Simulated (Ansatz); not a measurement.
**Fields on a plane of TiRh (space group P4/mmm)**

```
TiRh
1.0
    2.89432     0.00000     0.00000
    0.00000     2.89432     0.00000
    0.00000     0.00000     3.35624
Ti Rh
1 1
Cartesian
  1.44716   1.44716   1.67812
  0.00000   0.00000   0.00000
```

The slice is a (001) plane (indices of the conventional cell) through the point (0.000, 0.000, 0.000) (fractional), spanned by u = [100] and v = [010] in vectors of this cell: u (2.89 Å) and v (2.89 Å, at 90° to u). It covers one period; positions are fractions (u, v).

Atoms on it: Rh at (0.00, 0.00).

Computed with LDA (plane waves to 420 eV, PAW, scalar-relativistic; Ansatz, an electronic-structure program). k mesh 16×16×14. Inside the PAW spheres the values are not all-electron values, and peaks at nuclei hang on which shells count as valence. TiRh is run without spin polarisation. TiRh was relaxed with its symmetry unable to fall.

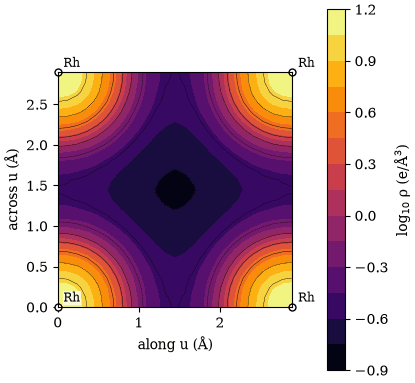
Fig. 1. Log₁₀ of the valence density in e/Å³, one period of the plane, atoms marked. The scale is logarithmic, as a density can span decades between atoms and voids.

```
|xxxxxxxxxxxxxxxxxx22667788776622xxxxxxxxxxxxxxxx|
|xxxxxxxxxxxxxxxxxx33668888886633xxxxxxxxxxxxxxxx|
|xxxxxxxxxxxxxxxx004477889988774400xxxxxxxxxxxxxx|
|xxxxxxxxxxxxxxxx115577889988775511xxxxxxxxxxxxxx|
|xxxxxxxxxxxxxx0044668899999988664400xxxxxxxxxxxx|
|xxxxxxxxxxxx00336677889999998877663300xxxxxxxxxx|
|xxxxxxxxxx003355778899999999998877553300xxxxxxxx|
|xxxxxx00114466778899999999999999887766441100xxxx|
|222233445566778899999999999999999988776655443322|
|666666777788889999999999999999999999888877776666|
|777788888899999999999999999999999999999988888877|
|888888999999999999999999999999999999999999998888|
|777788888899999999999999999999999999999988888877|
|666666777788889999999999999999999999888877776666|
|222233445566778899999999999999999988776655443322|
|xxxxxx00114466778899999999999999887766441100xxxx|
|xxxxxxxxxx003355778899999999998877553300xxxxxxxx|
|xxxxxxxxxxxx00336677889999998877663300xxxxxxxxxx|
|xxxxxxxxxxxxxx0044668899999988664400xxxxxxxxxxxx|
|xxxxxxxxxxxxxxxx115577889988775511xxxxxxxxxxxxxx|
|xxxxxxxxxxxxxxxx004477889988774400xxxxxxxxxxxxxx|
|xxxxxxxxxxxxxxxxxx33668888886633xxxxxxxxxxxxxxxx|
|xxxxxxxxxxxxxxxxxx22667788776622xxxxxxxxxxxxxxxx|
|xxxxxxxxxxxxxxxxxx22667788776622xxxxxxxxxxxxxxxx|
```
Scale: ten equal steps from 4.00 (start of '0') to 12.85 (end of '9'), in the order '0123456789'. Values: electrostatic potential energy of an electron, from the cell's mean, in eV. The map has 24 points along u (two characters each, u = 0 at the left) and 24 along v (v = 0 in the bottom row). Points within 1 Å of a nucleus are blanked (x), as the pseudised field means little there. Values under 4 eV are set to 4. The zero, the cell's mean, hangs on the PAW cores.

The density on the Rh–Rh line (2.89 Å) at its midpoint comes out as 0.31 e/Å³ and the ELF at that point comes out as 0.34.
